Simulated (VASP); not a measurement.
Band structure of AuZn (CsCl type). Calculation: vdW-DF2, VASP's PBE PAW potentials (set 64) (plane waves; VASP).

Unless said otherwise, spin-orbit coupling is left out, though it shifts the bands of the heavy elements here.

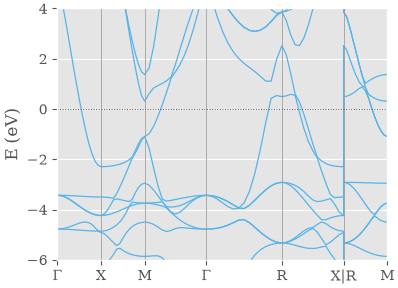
Figure. Bands along high-symmetry lines, zero at the valence-band maximum or, without a gap, the Fermi level

Problem. Read the plot: is there a gap, and where are the band edges?

Solution. It has no gap at this level: it comes out as a metal or semimetal. (Edges off the drawn lines would not show.)

The compound is AuZn in the CsCl type structure. It was relaxed first, which changed the volume by +17 %. The electron count is odd and the run is not spin-polarised, which forces a metal.
